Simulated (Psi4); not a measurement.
**H3NO (hydroxylamine): HSE06/def2-TZVPP**

Aim: the vertical ionisation energy of H3NO (hydroxylamine) at HSE06/def2-TZVPP, from 2 runs. 

Program for the calculation: Psi4 1.11.

**1. Starting point**

H3NO has 5 atoms, charge 0, and is taken as a singlet. As SMILES, `NO`. Geometry: relaxed at PBE0-D4/def2-TZVP. This is one conformer, not always the lowest.

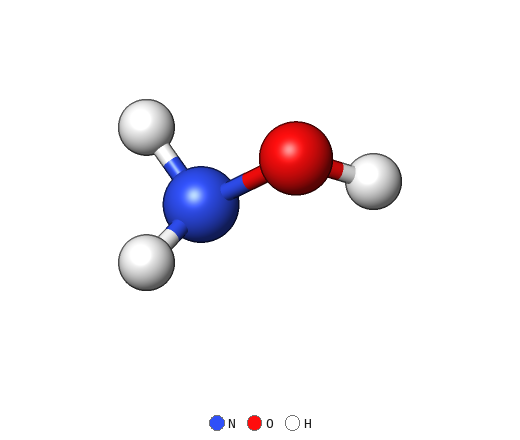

The structure, seen from a chosen angle (nitrogen blue, oxygen red, hydrogen white).

**2. Energy and gradient at HSE06/def2-TZVPP**

The input, h3no.xyz:

```xyz
5
H3NO
N     -0.165120    -0.361290    -0.321170
O      0.364460     0.666040     0.508060
H     -0.162690    -1.190020     0.266770
H     -1.141650    -0.109840    -0.446210
H      1.105010     0.995100    -0.007440
```

The input, calc.py:

```python
import psi4

psi4.set_memory('2200 MB')
psi4.set_num_threads(1)
psi4.set_output_file('psi4.out', False)

with open('h3no.xyz') as f:
    atoms = ''.join(f.readlines()[2:])
molecule = psi4.geometry('0 1\n' + atoms + 'symmetry c1')

psi4.set_options({
    'basis': 'def2-TZVPP',
    'puream': True,
    'e_convergence': 1e-09,
    'd_convergence': 1e-08,
    'scf_type': 'pk',
    'dft_radial_points': 99,
    'dft_spherical_points': 590,
})

e, wfn = psi4.gradient("HSE06", return_wfn=True)
psi4.oeprop(wfn, "DIPOLE", "WIBERG_LOWDIN_INDICES", "LOWDIN_CHARGES")
print('gradient / Eh bohr^-1')
print(e.np.round(6))
print(f'energy = {wfn.energy():.10f} Eh')
```

Command:

```bash
$ python calc.py
```

psi4.out:

```text
[...]
  Running in c1 symmetry.
[...]
  Nuclear repulsion =   39.593666393662183
[...]
  Multiplicity = 1
[...]
  Nalpha       = 9
  Nbeta        = 9
[...]
    Number of basis functions: 104
[...]
   @RKS iter   1:  -131.47825123806840   -2.74329e-01   6.21323e-03 DIIS/ADIIS
[...]
   @RKS iter  10:  -131.64457299309075   -2.84217e-13   2.15301e-09 DIIS
[...]
    Orbital Energies [Eh]
    ---------------------
    Doubly Occupied:
       1A    -19.213099     2A    -14.400833     3A     -1.072902
       4A     -0.809951     5A     -0.503431     6A     -0.501459
       7A     -0.441832     8A     -0.294298     9A     -0.259045
[...]
  @RKS Final Energy:  -131.64457299309075
   => Energetics <=
    Nuclear Repulsion Energy =             39.5936663936621827
    One-Electron Energy =                -258.2812219456541811
    Two-Electron Energy =                  99.8235830662959387
    DFT Exchange-Correlation Energy =     -12.7806005073946896
    Empirical Dispersion Energy =           0.0000000000000000
    VV10 Nonlocal Energy =                  0.0000000000000000
    Total Energy =                       -131.6445729930907476
[...]
  -Total Gradient:
     Atom            X                  Y                   Z
    ------   -----------------  -----------------  -----------------
       1        0.001241399537     0.000995857198    -0.000206770734
       2       -0.002268086703    -0.001290738153     0.001137258079
       3        0.000250234347    -0.000843960856     0.000714375317
       4       -0.001001409540     0.000512040561    -0.000185681991
       5        0.001777940919     0.000629045181    -0.001456191947
[...]
 Multipole Moments:
 ------------------------------------------------------------------------------------
     Multipole            Electronic (a.u.)      Nuclear  (a.u.)        Total (a.u.)
 ------------------------------------------------------------------------------------
 L = 1.  Multiply by 2.5417464519 to convert [e a0] to [Debye]
 Dipole X            :          0.3607059           -0.4672831           -0.1065773
 Dipole Y            :          0.5679631           -0.7320415           -0.1640784
 Dipole Z            :          0.3645700           -0.4650567           -0.1004867
 Magnitude           :                                                    0.2199500
[...]
```

Standard output:

```text
gradient / Eh bohr^-1
[[ 0.001241  0.000996 -0.000207]
 [-0.002268 -0.001291  0.001137]
 [ 0.00025  -0.000844  0.000714]
 [-0.001001  0.000512 -0.000186]
 [ 0.001778  0.000629 -0.001456]]
energy = -131.6445729931 Eh
```

Run time: 50 s. Hardware: 1 thread of Intel Xeon Platinum 8259CL at 2.50GHz (Skylake/Cascade Lake), shared host; peak memory 0.95 GiB.

**3. The doublet cation: the energy at UHSE06/def2-TZVPP**

The input, calc.dat:

```
memory 2.2 GB

molecule system {
  1 2
  N
  O 1 1.422492
  H 1 1.016107 2 104.5268
  H 1 1.016107 3 105.98182 2 -110.10349
  H 2 0.960435 1 102.8036 3 124.34587
  symmetry c1
  no_reorient
  no_com
}

set {
  basis def2-TZVPP
  reference uks
  puream true
  e_convergence 1e-09
  d_convergence 1e-08
  scf_type pk
  dft_radial_points 99
  dft_spherical_points 590
  maxiter 100
}

result, w = energy('hse06', return_wfn=True)
oeprop(w, 'MAYER_INDICES', 'WIBERG_LOWDIN_INDICES', 'LOWDIN_CHARGES')
```

Command:

```bash
$ psi4 calc.dat calc.out -n 1
```

calc.out:

```text
[...]
  Running in c1 symmetry.
[...]
  Nuclear repulsion =   39.593667661871486
[...]
  Multiplicity = 2
[...]
  Nalpha       = 9
  Nbeta        = 8
[...]
    Number of basis functions: 104
[...]
   @UKS iter   1:  -131.21981323847427   -1.58911e-02   3.30169e-03 ADIIS/DIIS
[...]
   @UKS iter  14:  -131.26060213099143    6.73595e-12   4.07892e-09 DIIS
[...]
   @S^2 Observed:                7.546186114E-01
[...]
    Orbital Energies [Eh]
    ---------------------
    Alpha Occupied:
       1A    -19.570446     2A    -14.840523     3A     -1.432384
       4A     -1.188054     5A     -0.871990     6A     -0.856960
       7A     -0.821015     8A     -0.682466     9A     -0.627292
    Alpha Virtual:
      10A     -0.254427    11A     -0.216234    12A     -0.159198
      13A     -0.155751    14A      0.026470    15A      0.038089
      16A      0.052304    17A      0.113681    18A      0.137635
      19A      0.182148    20A      0.183158    21A      0.206747
      22A      0.231626    23A      0.306680    24A      0.337121
      25A      0.363585    26A      0.415271    27A      0.506808
[...]
  @UKS Final Energy:  -131.26060213099143
   => Energetics <=
    Nuclear Repulsion Energy =             39.5936676618714856
    One-Electron Energy =                -251.8045842377621000
    Two-Electron Energy =                  93.4391204761485881
    DFT Exchange-Correlation Energy =     -12.4888060312493892
    Empirical Dispersion Energy =           0.0000000000000000
    VV10 Nonlocal Energy =                  0.0000000000000000
    Total Energy =                       -131.2606021309914297
  UHF NO Occupations:
  HONO-2 :    7  A 1.9995739
  HONO-1 :    8  A 1.9985278
[...]
 Multipole Moments:
 ------------------------------------------------------------------------------------
     Multipole            Electronic (a.u.)      Nuclear  (a.u.)        Total (a.u.)
 ------------------------------------------------------------------------------------
 L = 1.  Multiply by 2.5417464519 to convert [e a0] to [Debye]
 Dipole X            :         -0.1800784            0.1226740           -0.0574044
 Dipole Y            :         -0.1233210            0.0853188           -0.0380022
 Dipole Z            :          0.0732984           -0.9737493           -0.9004509
 Magnitude           :                                                    0.9030788
[...]
```

Run time: 59 s. Hardware: 1 thread of Intel Xeon Platinum 8259CL at 2.50GHz (Skylake/Cascade Lake), shared host; peak memory 0.95 GiB.

**4. Results**

Level: HSE06/def2-TZVPP.

```
                                          quantity          value
                        singlet H3NO: total energy  -131.64457 Eh
                       singlet H3NO: dipole moment         0.56 D
                         singlet H3NO: HOMO energy       -7.05 eV
                         singlet H3NO: LUMO energy        0.82 eV
                       singlet H3NO: HOMO–LUMO gap        7.86 eV
            singlet H3NO: largest force on an atom     0.146 eV/Å
                      doublet cation: total energy  -131.26060 Eh
doublet cation: HOMO energy (highest over α and β)      -16.89 eV
 doublet cation: LUMO energy (lowest over α and β)      -13.77 eV
                              doublet cation: ⟨S²⟩          0.755
vertical ionisation energy (to the doublet cation)      10.448 eV
```

In words: The vertical ionisation energy comes to 10.45 eV (241 kcal/mol). −ε(HOMO) before ionisation, 7.05 eV, is 3.40 eV below this ionisation energy.
